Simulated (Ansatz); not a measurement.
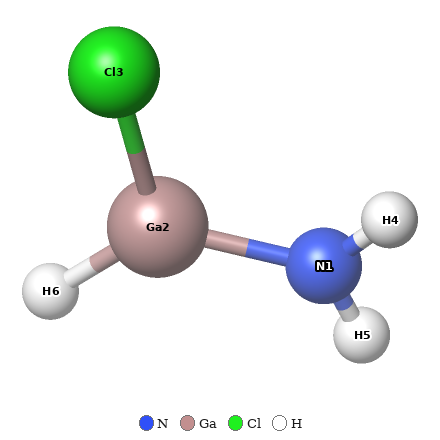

The system is ClGaH₃N (SMILES [NH2][GaH][Cl]) with the probe Cl-; the picture shows it without the atoms that are moved over the map. The probe is moved over a plane parallel to the molecule's main plane, 3.10 Å above it. The first coordinate is: x of the probe's Cl atom; the second: y of the probe's Cl atom. Nothing is relaxed (molecule and probe rigid). The grid has 11 × 11 points. Energies are in kJ/mol, from the lowest grid point. All numbers below come from RKS PBE0-D4/def2-SVPD in Ansatz 0.2.0.

Range: x of the probe's Cl atom from −3.65 to 3.65 Å; y of the probe's Cl atom from −3.65 to 3.65 Å.

**What landscape does the calculation give?**

The lowest grid point is at x of the probe's Cl atom = 0.00 Å, y of the probe's Cl atom = −0.73 Å [nearest 1 Ga at 3.10 Å]. The bottom of the well lies between grid points, at about x of the probe's Cl atom = 0.20 Å, y of the probe's Cl atom = −1.03 Å, about 2.6 kJ/mol lower on the interpolated surface. No other kind of well shows on this grid. The highest grid point, x of the probe's Cl atom = −2.92 Å, y of the probe's Cl atom = 0.73 Å [nearest 1 Cl at 3.34 Å], lies 88 kJ/mol above the lowest. Near the minimum the curvatures are about 0.39 and 0.45 eV/Å² along the soft and the stiff direction.

```tsv
y of the probe's Cl atom ↓, x of the probe's Cl atom →	−3.65	−2.92	−2.19	−1.46	−0.73	0.00	0.73	1.46	2.19	2.92	3.65
3.65	85	84	82	79	74	69	65	61	59	59	60
2.92	86	85	82	78	72	66	61	57	55	55	56
2.19	86	85	83	78	70	62	57	55	54	52	53
1.46	87	87	86	79	66	56	54	56	55	51	50
0.73	87	88	87	76	55	41	44	53	55	50	48
0.00	86	86	82	65	36	18	24	40	48	46	45
−0.73	84	81	71	49	18	0	5	23	37	41	43
−1.46	81	75	63	41	16	2	4	18	31	39	44
−2.19	79	72	61	45	28	18	18	25	34	41	47
−2.92	78	72	63	53	42	36	34	37	42	47	51
−3.65	77	73	67	60	53	48	47	47	50	53	56
```

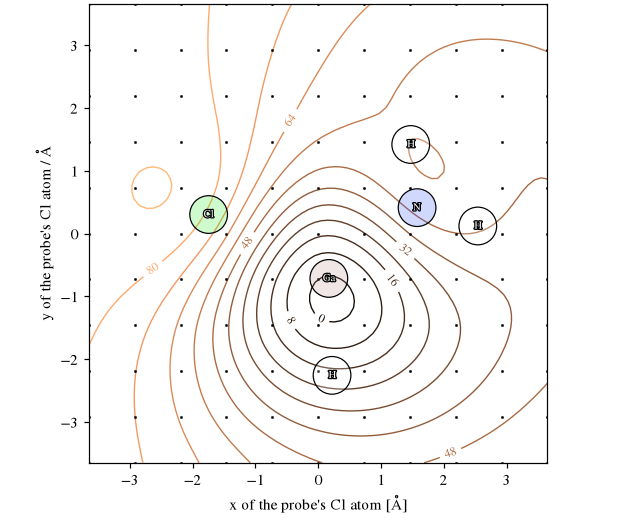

The picture shows contour lines labelled in kJ/mol, dots at the grid points, labelled circles for the molecule's atoms, projected on the plane. Between grid points the surface is interpolated.

The whole map (121 points run) took 9.3 min on 1 thread of Intel(R) Xeon(R) 6975P-C (Granite Rapids), with other jobs on the host.
